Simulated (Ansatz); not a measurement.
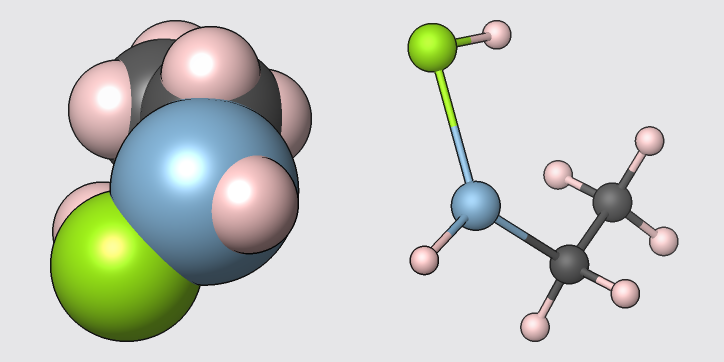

Both panels show the same species. Colours: carbon dark grey, aluminium light blue, selenium green, hydrogen pink.

The geometry was computed by an optimisation with PBE0-D4/def2-TZVP.

Description:

It has 11 atoms: 2 carbon, 7 hydrogen, 1 aluminium and 1 selenium (C₂H₇AlSe). As SMILES it reads `C[CH2][AlH][SeH]`. The point group is Cs. Coordination: 2 C tetrahedral; 1 Al trigonal planar; 1 Se bent.

The parts below concern this one geometry. Atoms keep their numbers from picture to picture.

## Vibrations

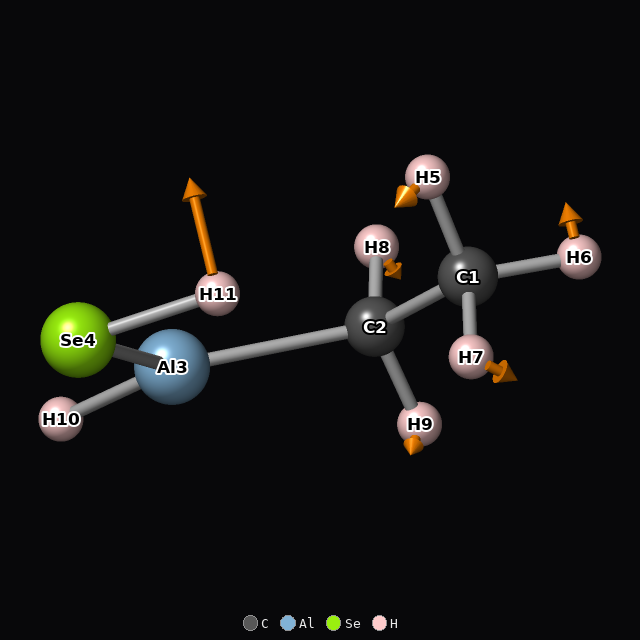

The arrows show one normal mode. Harmonic vibrations computed with RKS PBE0-D4/def2-TZVP (Ansatz 0.2.0) at a stationary point of the same level.

**Describe the motion.**

A torsion or out-of-plane motion in which bond lengths and bond angles hardly change.

**At what wavenumber does it lie?**

266 cm⁻¹; it is mode 4 of 27 counted from the lowest.

## Levels of theory compared

Program: Ansatz 0.2.0.

Compare HOMO energy (eV) at these levels: B3LYP-D4/def2-TZVPP; B97M-V/def2-TZVPP; CAM-B3LYP-D4/def2-TZVPP; HSE06 (plane-wave form)-D4/def2-TZVPP; PBE0-D4/def2-SVP; PBE0-D4/def2-TZVPP; r2SCANh-D4/def2-TZVPP; ωB97M-V/def2-SVP.

```
                                level  HOMO energy (eV)
                  B3LYP-D4/def2-TZVPP             −6.99
                    B97M-V/def2-TZVPP             −6.46
              CAM-B3LYP-D4/def2-TZVPP             −8.48
HSE06 (plane-wave form)-D4/def2-TZVPP             −6.84
                     PBE0-D4/def2-SVP             −7.15
                   PBE0-D4/def2-TZVPP             −7.24
                r2SCANh-D4/def2-TZVPP             −6.82
                     ωB97M-V/def2-SVP             −9.25
```

## Charges

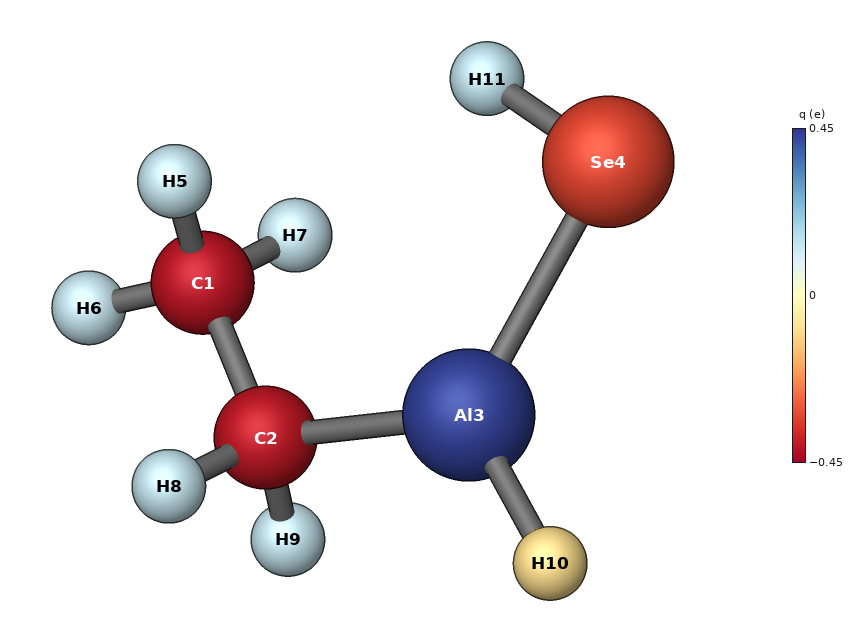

Atoms are coloured by their Mulliken charges. Level of theory: RKS PBE0-D4/def2-TZVP (Ansatz 0.2.0).

List the Mulliken charges.

```
atom  value (e)
  C1      −0.40
  C2      −0.40
 Al3       0.43
 Se4      −0.33
  H5       0.13
  H6       0.13
  H7       0.13
  H8       0.13
  H9       0.13
 H10      −0.09
 H11       0.14
```

Mulliken values depend strongly on the basis set and can even reverse the polarity of a bond.
